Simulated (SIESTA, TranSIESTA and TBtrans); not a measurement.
Junction: Ta chain with one C atom inserted. Leads: straight Ta chain, spacing 2.35 Å. Geometry: 3 atoms about the centre moved by SIESTA (PBE, DZP) to a largest force of 0.04 eV/Å, all others as built, motion along the axis alone. Transport runs along z; the first 6 and the last 6 of the 21 atoms are the lead cells, repeated to infinity.

```xyz
21
Lattice="9.000 0.000 0.000 0.000 9.000 0.000 0.000 0.000 48.300" Properties=species:S:1:pos:R:3 pbc="F F T"
Ta     4.500     4.500     0.000
Ta     4.500     4.500     2.350
Ta     4.500     4.500     4.700
Ta     4.500     4.500     7.050
Ta     4.500     4.500     9.400
Ta     4.500     4.500    11.750
Ta     4.500     4.500    14.100
Ta     4.500     4.500    16.450
Ta     4.500     4.500    18.800
Ta     4.500     4.500    21.089
C      4.500     4.500    22.975
Ta     4.500     4.500    24.859
Ta     4.500     4.500    27.150
Ta     4.500     4.500    29.500
Ta     4.500     4.500    31.850
Ta     4.500     4.500    34.200
Ta     4.500     4.500    36.550
Ta     4.500     4.500    38.900
Ta     4.500     4.500    41.250
Ta     4.500     4.500    43.600
Ta     4.500     4.500    45.950
```
Starting moments (μB): atom 7 +1, atom 8 +1, atom 9 +1, atom 10 +1, atom 12 +1, atom 13 +1, atom 14 +1, atom 15 +1; lead atoms +1 (left) and +1 (right).

Computed with TranSIESTA and TBtrans, PBE, DZP numerical orbitals (energy shift 0.15 eV), PseudoDojo norm-conserving scalar-relativistic potentials, mesh cutoff 200 Ry, 300 K, spin-polarised (collinear), no spin-orbit coupling; self-consistent non-equilibrium Green functions.

Energies count from the leads' Fermi level. Transmissions are for each spin. The energy step is 0.01 eV; narrower resonances are cut or missed.

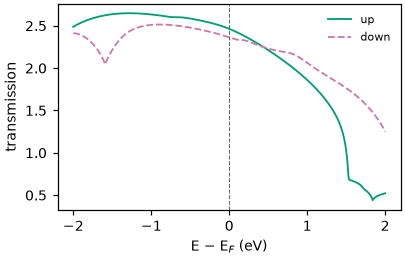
Figure: Transmission against energy

| E (eV) | T up | T down | lead channels up | down |
|---|---|---|---|---|
| -2.00 | 2.49 | 2.41 | 4 | 3 |
| -1.80 | 2.57 | 2.33 | 4 | 3 |
| -1.60 | 2.62 | 2.06 | 4 | 3 |
| -1.40 | 2.64 | 2.34 | 4 | 4 |
| -1.20 | 2.65 | 2.47 | 4 | 4 |
| -1.00 | 2.63 | 2.51 | 4 | 4 |
| -0.80 | 2.61 | 2.51 | 4 | 4 |
| -0.60 | 2.60 | 2.49 | 6 | 4 |
| -0.40 | 2.57 | 2.46 | 6 | 4 |
| -0.20 | 2.53 | 2.42 | 6 | 4 |
| 0.00 | 2.46 | 2.36 | 6 | 4 |
| 0.20 | 2.38 | 2.33 | 6 | 6 |
| 0.40 | 2.27 | 2.26 | 6 | 6 |
| 0.60 | 2.15 | 2.21 | 6 | 6 |
| 0.80 | 2.02 | 2.17 | 6 | 6 |
| 1.00 | 1.86 | 2.06 | 6 | 6 |
| 1.20 | 1.67 | 1.94 | 6 | 6 |
| 1.40 | 1.38 | 1.83 | 6 | 6 |
| 1.60 | 0.66 | 1.70 | 4 | 6 |
| 1.80 | 0.51 | 1.52 | 2 | 6 |
| 2.00 | 0.52 | 1.25 | 1 | 6 |

The magnetic order of the leads was set by the start, and no other order was tried; the separate lead runs end at 1.06 (left) and 1.06 (right) μB an atom. The straight chain is held at its spacing; free chains may zigzag or dimerise. Spin-orbit coupling, left out here, matters for the heavy atoms.
